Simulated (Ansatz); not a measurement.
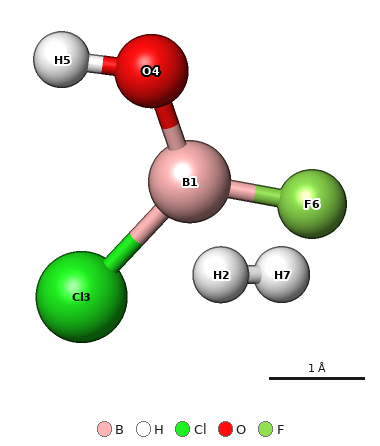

Figure 1. The input geometry (ball-and-stick view, seen at a tilt; atoms are numbered from 1 in the order of the input).

# BH$_{3}$ClOF: geometry relaxation (part 1 of 2)

- system: BH$_{3}$ClOF
- method: RKS BHLYP/def2-SVP (Ansatz 0.2.0)

It belongs to a series of runs on one base structure; here: end point B relaxed. Figures and captions count atoms from 1; the log counts them from 0 in places.

## What the program printed
```
The last accepted step is kept in [file] (removed where the run ends without a failure and the disk answers)
Engine: ansatz 0.2.0, aarch64-unknown-linux-gnu
Functional definition: BHLYP
  parameter a = 0.5
  exchange = (1 - a)*b88_x + a*exact_x
  correlation = lyp_c
777 factors; integrals over basis functions are off by at most 4.4e-4 eV
mean field evaluation 1: about -18001.4786 eV, gradient 4.3e1 eV
mean field evaluation 2: about -18000.9998 eV, gradient 4.7e1 eV
mean field evaluation 4: about -18004.5830 eV, gradient 1.2e0 eV
mean field evaluation 8: about -18004.6840 eV, gradient 6.4e-2 eV
mean field -18004.68400865 eV, -661.6599333047 hartree, gradient 5.7e-5 eV, S^2 0.000000; 0 other end points of the search recorded, 0 dependent functions left out
the calculation of the forces begins
reference -18004.68413942 eV, -661.6599381103 hartree; 21, 21 occupied and 54, 54 virtual orbitals, 777 factors
relax step   1: F+E_penalty+E_count = -18004.68400865 eV  Δ(F+E_penalty+E_count) = +0.000e0 eV  max|allowed force component| = 1.635e0 eV/Å  Δτ_max = 0.0000 Å  (25 SCF iters, accepted)
these checks for a lower state are left out or cut short: starts, cluster_reference, orbital_swaps, neighbouring_geometries, increment
777 factors; integrals over basis functions are off by at most 4.3e-4 eV
mean field evaluation 16: about -18004.5923 eV, gradient 5.8e0 eV
mean field -18004.79975302 eV, -661.6641868320 hartree, gradient 1.5e-5 eV, S^2 0.000000; 0 other end points of the search recorded, 0 dependent functions left out
[... from here on the field's lines of each further geometry are left out, up to the last ...]
relax step   2: F+E_penalty+E_count = -18004.79975302 eV  Δ(F+E_penalty+E_count) = -1.157e-1 eV  max|allowed force component| = 1.957e-1 eV/Å  Δτ_max = 0.1997 Å  (31 SCF iters, accepted)
relax step   3: F+E_penalty+E_count = -18004.35368685 eV  Δ(F+E_penalty+E_count) = +4.461e-1 eV  max|allowed force component| = 3.275e0 eV/Å  Δτ_max = 0.1670 Å  (37 SCF iters, rejected (line search))
relax step   4: F+E_penalty+E_count = -18004.81172043 eV  Δ(F+E_penalty+E_count) = -1.197e-2 eV  max|allowed force component| = 3.622e-1 eV/Å  Δτ_max = 0.0814 Å  (31 SCF iters, accepted)
relax step   5: F+E_penalty+E_count = -18004.82635406 eV  Δ(F+E_penalty+E_count) = -1.463e-2 eV  max|allowed force component| = 2.213e-1 eV/Å  Δτ_max = 0.0959 Å  (32 SCF iters, accepted)
relax step   6: F+E_penalty+E_count = -18004.83071619 eV  Δ(F+E_penalty+E_count) = -4.362e-3 eV  max|allowed force component| = 1.994e-1 eV/Å  Δτ_max = 0.0861 Å  (33 SCF iters, accepted)
relax step   7: F+E_penalty+E_count = -18004.83177191 eV  Δ(F+E_penalty+E_count) = -1.056e-3 eV  max|allowed force component| = 1.526e-1 eV/Å  Δτ_max = 0.0499 Å  (33 SCF iters, accepted)
relax step   8: F+E_penalty+E_count = -18004.83244255 eV  Δ(F+E_penalty+E_count) = -6.706e-4 eV  max|allowed force component| = 8.885e-2 eV/Å  Δτ_max = 0.0416 Å  (31 SCF iters, accepted)
relax step   9: F+E_penalty+E_count = -18004.83325077 eV  Δ(F+E_penalty+E_count) = -8.082e-4 eV  max|allowed force component| = 6.175e-2 eV/Å  Δτ_max = 0.0573 Å  (32 SCF iters, accepted)
relax step  10: F+E_penalty+E_count = -18004.83354212 eV  Δ(F+E_penalty+E_count) = -2.914e-4 eV  max|allowed force component| = 2.201e-1 eV/Å  Δτ_max = 0.0661 Å  (32 SCF iters, accepted)
relax step  11: F+E_penalty+E_count = -18004.83451967 eV  Δ(F+E_penalty+E_count) = -9.775e-4 eV  max|allowed force component| = 6.428e-2 eV/Å  Δτ_max = 0.0247 Å  (32 SCF iters, accepted)
relax step  12: F+E_penalty+E_count = -18004.83459207 eV  Δ(F+E_penalty+E_count) = -7.241e-5 eV  max|allowed force component| = 5.135e-2 eV/Å  Δτ_max = 0.0116 Å  (25 SCF iters, accepted)
relax step  13: F+E_penalty+E_count = -18004.83466304 eV  Δ(F+E_penalty+E_count) = -7.096e-5 eV  max|allowed force component| = 6.967e-2 eV/Å  Δτ_max = 0.0411 Å  (32 SCF iters, accepted)
relax step  14: F+E_penalty+E_count = -18004.83510946 eV  Δ(F+E_penalty+E_count) = -4.464e-4 eV  max|allowed force component| = 6.298e-2 eV/Å  Δτ_max = 0.0445 Å  (31 SCF iters, accepted)
relax step  15: F+E_penalty+E_count = -18004.83530276 eV  Δ(F+E_penalty+E_count) = -1.933e-4 eV  max|allowed force component| = 4.566e-2 eV/Å  Δτ_max = 0.0389 Å  (33 SCF iters, accepted)
relax step  16: F+E_penalty+E_count = -18004.83540142 eV  Δ(F+E_penalty+E_count) = -9.866e-5 eV  max|allowed force component| = 7.194e-2 eV/Å  Δτ_max = 0.0362 Å  (31 SCF iters, accepted)
relax step  17: F+E_penalty+E_count = -18004.83551554 eV  Δ(F+E_penalty+E_count) = -1.141e-4 eV  max|allowed force component| = 5.147e-2 eV/Å  Δτ_max = 0.0135 Å  (24 SCF iters, accepted)
relax step  18: F+E_penalty+E_count = -18004.83577041 eV  Δ(F+E_penalty+E_count) = -2.549e-4 eV  max|allowed force component| = 2.371e-2 eV/Å  Δτ_max = 0.0575 Å  (32 SCF iters, accepted)
relax step  19: F+E_penalty+E_count = -18004.83568348 eV  Δ(F+E_penalty+E_count) = +8.693e-5 eV  max|allowed force component| = 1.269e-1 eV/Å  Δτ_max = 0.1066 Å  (31 SCF iters, rejected (line search))
relax step  20: F+E_penalty+E_count = -18004.83589467 eV  Δ(F+E_penalty+E_count) = -1.243e-4 eV  max|allowed force component| = 3.373e-2 eV/Å  Δτ_max = 0.0521 Å  (32 SCF iters, accepted)
relax step  21: F+E_penalty+E_count = -18004.83491382 eV  Δ(F+E_penalty+E_count) = +9.808e-4 eV  max|allowed force component| = 2.048e-1 eV/Å  Δτ_max = 0.0968 Å  (31 SCF iters, rejected (line search))
relax step  22: F+E_penalty+E_count = -18004.83606266 eV  Δ(F+E_penalty+E_count) = -1.680e-4 eV  max|allowed force component| = 4.160e-2 eV/Å  Δτ_max = 0.0481 Å  (32 SCF iters, accepted)
relax step  23: F+E_penalty+E_count = -18004.83613191 eV  Δ(F+E_penalty+E_count) = -6.925e-5 eV  max|allowed force component| = 5.360e-2 eV/Å  Δτ_max = 0.0379 Å  (32 SCF iters, accepted)
relax step  24: F+E_penalty+E_count = -18004.83621122 eV  Δ(F+E_penalty+E_count) = -7.931e-5 eV  max|allowed force component| = 3.781e-2 eV/Å  Δτ_max = 0.0136 Å  (24 SCF iters, accepted)
relax step  25: F+E_penalty+E_count = -18004.83635594 eV  Δ(F+E_penalty+E_count) = -1.447e-4 eV  max|allowed force component| = 2.615e-2 eV/Å  Δτ_max = 0.0404 Å  (32 SCF iters, accepted)
relax step  26: F+E_penalty+E_count = -18004.83643065 eV  Δ(F+E_penalty+E_count) = -7.471e-5 eV  max|allowed force component| = 8.402e-2 eV/Å  Δτ_max = 0.0793 Å  (31 SCF iters, accepted)
relax step  27: F+E_penalty+E_count = -18004.83655670 eV  Δ(F+E_penalty+E_count) = -1.261e-4 eV  max|allowed force component| = 3.995e-2 eV/Å  Δτ_max = 0.0071 Å  (24 SCF iters, accepted)
relax step  28: F+E_penalty+E_count = -18004.83667600 eV  Δ(F+E_penalty+E_count) = -1.193e-4 eV  max|allowed force component| = 2.059e-2 eV/Å  Δτ_max = 0.0235 Å  (33 SCF iters, accepted)
relax step  29: F+E_penalty+E_count = -18004.83682955 eV  Δ(F+E_penalty+E_count) = -1.536e-4 eV  max|allowed force component| = 3.188e-2 eV/Å  Δτ_max = 0.0596 Å  (32 SCF iters, accepted)
relax step  30: F+E_penalty+E_count = -18004.83502964 eV  Δ(F+E_penalty+E_count) = +1.800e-3 eV  max|allowed force component| = 2.228e-1 eV/Å  Δτ_max = 0.1598 Å  (31 SCF iters, rejected (line search))
relax step  31: F+E_penalty+E_count = -18004.83376091 eV  Δ(F+E_penalty+E_count) = +3.069e-3 eV  max|allowed force component| = 2.760e-1 eV/Å  Δτ_max = 0.0186 Å  (32 SCF iters, rejected (line search))
the calculation of the forces begins
reference -18004.83703031 eV, -661.6655567469 hartree; 21, 21 occupied and 54, 54 virtual orbitals, 777 factors
relax step  32: F+E_penalty+E_count = -18004.83688562 eV  Δ(F+E_penalty+E_count) = -5.607e-5 eV  max|allowed force component| = 6.358e-3 eV/Å  Δτ_max = 0.0089 Å  (24 SCF iters, accepted)
```

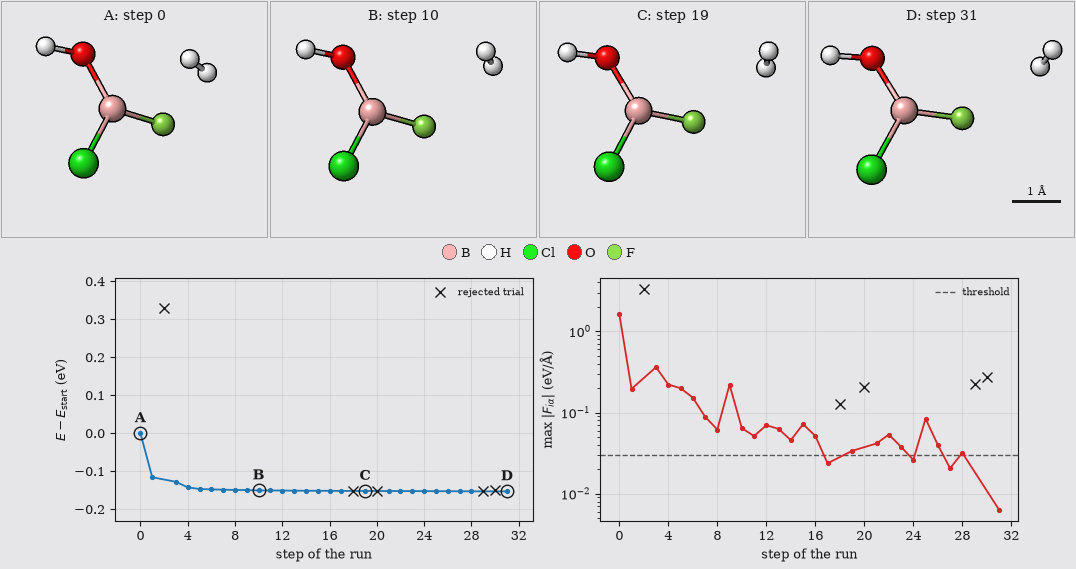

Figure 2. Frames of the relaxation (ball-and-stick view, seen at a tilt) above the curves, on which the letters mark them (the first geometry is step 0 here and step 1 in the log).

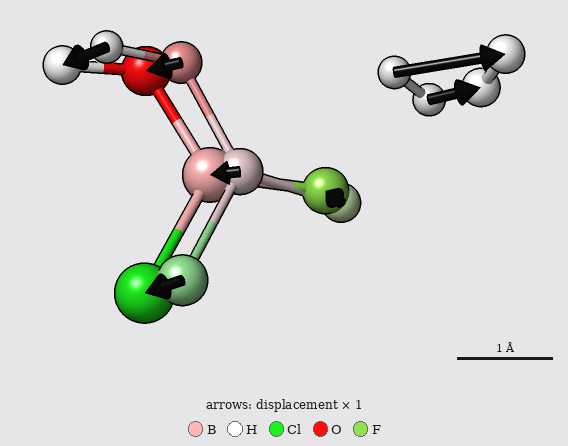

Figure 3. Start (faint) and end (solid) with the displacements as black arrows, at true length (ball-and-stick view, seen at a tilt). The two geometries are laid on each other by the best rigid fit. After 31 geometry steps the energy has fallen by 0.153 eV. Largest force component: 1.6 eV/Å at the start, 0.0064 eV/Å at the end. The line search rejected the trial steps at points 2, 18, 20, 29, 30 (counted from 0) and went back. The atom that moves furthest after the best rigid fit is H2 (1.22 Å). Largest moves by element: H 1.22 Å, Cl 0.47 Å, O 0.41 Å, B 0.32 Å, F 0.28 Å. Among the contacts that change: H2–H7 0.713 → 0.753 Å, B1–F6 1.315 → 1.309 Å. (Atoms are counted from 1 in the order of the input.)

```
777 factors; integrals over basis functions are off by at most 3.0e-4 eV
mean field -18004.83688562 eV, -661.6655514298 hartree, gradient 2.1e-5 eV, S^2 0.000000; 1 other end points of the search recorded, 0 dependent functions left out
the calculation of the forces begins
reference -18004.83703031 eV, -661.6655567469 hartree; 21, 21 occupied and 54, 54 virtual orbitals, 777 factors
Total energy: -18004.83703031 eV, -661.6655567469 hartree
Atom 0 at    -0.095380     0.395854    -0.655946 Å, force     0.002795    -0.006358    -0.004323 eV/Å
Atom 1 at     0.343177     0.203810     3.118650 Å, force    -0.000017     0.001775     0.000266 eV/Å
Atom 2 at     1.309480    -0.413895    -1.353669 Å, force    -0.002299     0.003828     0.002164 eV/Å
Atom 3 at    -1.340227    -0.013804    -0.881408 Å, force    -0.002619    -0.003451    -0.001673 eV/Å
Atom 4 at    -1.416136    -0.779631    -1.445104 Å, force    -0.000337     0.003358     0.001170 eV/Å
Atom 5 at     0.102030     1.438757     0.110951 Å, force     0.002492     0.002158     0.001917 eV/Å
Atom 6 at     0.296456     0.665509     2.525427 Å, force    -0.000014    -0.001312     0.000478 eV/Å
Dipole moment:    -0.160446    -0.334068    -0.259504 e Å
```

## Trajectory as extended XYZ (Å, eV, eV/Å), 32 frames, from step=1 to step=32
```
7
Properties=species:S:1:pos:R:3:forces:R:3 step=1 energy=-18004.68401
B    -0.0308    0.4907   -0.3637    0.0003   0.2097  -0.1977
H     0.1167   -0.0690    1.9643   -0.1344  -1.6347   0.3157
Cl    1.3824   -0.4360   -0.8775    0.0021  -0.0036   0.0069
O    -1.2693    0.0191   -0.4777   -0.0017  -0.0029   0.0020
H    -1.3336   -0.8602   -0.8417    0.0050   0.0046   0.0058
F     0.1501    1.7122    0.0876   -0.0267   0.0014  -0.3052
H     0.1841    0.6399    1.9275    0.1555   1.4254   0.1724
7
Properties=species:S:1:pos:R:3:forces:R:3 step=2 energy=-18004.79975
B    -0.0377    0.5316   -0.4686   -0.0107  -0.0355   0.1957
H     0.1288   -0.1394    2.1508    0.0082  -0.0145   0.0716
Cl    1.3818   -0.4319   -0.8985   -0.0506   0.0845  -0.0725
O    -1.2722    0.0338   -0.5187    0.0588   0.0526  -0.1438
H    -1.3335   -0.8646   -0.8369    0.0256   0.0692   0.0378
F     0.1407    1.7653   -0.0540   -0.0358  -0.1445  -0.1946
H     0.1915    0.6017    2.0449    0.0044  -0.0118   0.1058
7
Properties=species:S:1:pos:R:3:forces:R:3 step=3 energy=-18004.35369 accepted=F
B    -0.0330    0.4460   -0.3254   -0.9123   1.1586  -3.2755
H     0.1619   -0.1177    2.3087    0.0013  -0.0606   0.0021
Cl    1.3633   -0.4049   -1.0271    0.0346  -0.3659   0.8599
O    -1.2900    0.0670   -0.6739    0.9081  -0.1610   1.4831
H    -1.3344   -0.8551   -0.8956   -0.1708  -0.2993  -0.2011
F     0.1259    1.7406   -0.1427    0.1415  -0.3312   1.1137
H     0.2057    0.6207    2.1749   -0.0024   0.0593   0.0178
7
Properties=species:S:1:pos:R:3:forces:R:3 step=4 energy=-18004.81172
B    -0.0390    0.5228   -0.4704   -0.1043   0.1811  -0.3622
H     0.1415   -0.1472    2.2308    0.0146   0.0921   0.0226
Cl    1.3793   -0.4279   -0.9347   -0.0695   0.0313   0.1058
O    -1.2797    0.0440   -0.5669    0.1676  -0.0295   0.1117
H    -1.3353   -0.8650   -0.8532   -0.0009   0.0458   0.0029
F     0.1343    1.7728   -0.1066   -0.0003  -0.2242   0.0447
H     0.1983    0.5970    2.1197   -0.0072  -0.0965   0.0744
7
Properties=species:S:1:pos:R:3:forces:R:3 step=5 energy=-18004.82635
B    -0.0447    0.5330   -0.5360   -0.0282   0.0582   0.1121
H     0.1514   -0.1490    2.3218    0.0127   0.0881   0.0096
Cl    1.3753   -0.4296   -0.9709   -0.0882   0.0832  -0.0052
O    -1.2817    0.0400   -0.5888    0.1255   0.0191  -0.0617
H    -1.3400   -0.8660   -0.8848    0.0083   0.0591   0.0193
F     0.1330    1.7721   -0.1376   -0.0226  -0.2213  -0.1098
H     0.2060    0.5962    2.2153   -0.0076  -0.0865   0.0357
7
Properties=species:S:1:pos:R:3:forces:R:3 step=6 energy=-18004.83072
B    -0.0497    0.5280   -0.5637    0.0035   0.1029   0.0362
H     0.1663   -0.1430    2.4063    0.0071   0.0264   0.0085
Cl    1.3696   -0.4296   -1.0107   -0.0810   0.0628   0.0225
O    -1.2871    0.0402   -0.6272    0.0914  -0.0017  -0.0132
H    -1.3449   -0.8654   -0.9231   -0.0029   0.0312   0.0043
F     0.1287    1.7652   -0.1624   -0.0137  -0.1994  -0.0632
H     0.2164    0.6011    2.2997   -0.0044  -0.0222   0.0049
7
Properties=species:S:1:pos:R:3:forces:R:3 step=7 energy=-18004.83177
B    -0.0531    0.5247   -0.5794    0.0394   0.1030   0.0248
H     0.1769   -0.1372    2.4547    0.0052   0.0074   0.0076
Cl    1.3655   -0.4298   -1.0323   -0.0645   0.0454   0.0220
O    -1.2900    0.0394   -0.6483    0.0415  -0.0114  -0.0013
H    -1.3482   -0.8644   -0.9484   -0.0085   0.0112  -0.0046
F     0.1266    1.7579   -0.1697   -0.0097  -0.1526  -0.0428
H     0.2216    0.6060    2.3422   -0.0035  -0.0029  -0.0057
7
Properties=species:S:1:pos:R:3:forces:R:3 step=8 energy=-18004.83244
B    -0.0560    0.5196   -0.5882    0.0594   0.0773   0.0192
H     0.1887   -0.1273    2.4933    0.0046   0.0040   0.0069
Cl    1.3614   -0.4304   -1.0503   -0.0422   0.0260   0.0151
O    -1.2927    0.0375   -0.6651   -0.0011  -0.0176   0.0030
H    -1.3519   -0.8626   -0.9750   -0.0108  -0.0006  -0.0102
F     0.1255    1.7458   -0.1626   -0.0066  -0.0888  -0.0239
H     0.2243    0.6140    2.3666   -0.0033  -0.0001  -0.0102
7
Properties=species:S:1:pos:R:3:forces:R:3 step=9 energy=-18004.83325
B    -0.0593    0.5113   -0.5930    0.0574   0.0247   0.0067
H     0.2088   -0.1097    2.5440    0.0047   0.0618  -0.0080
Cl    1.3557   -0.4315   -1.0711   -0.0081   0.0010   0.0033
O    -1.2965    0.0342   -0.6842   -0.0372  -0.0274   0.0026
H    -1.3577   -0.8590   -1.0134   -0.0080   0.0058  -0.0093
F     0.1251    1.7253   -0.1395   -0.0054  -0.0072   0.0021
H     0.2233    0.6259    2.3762   -0.0035  -0.0586   0.0026
```
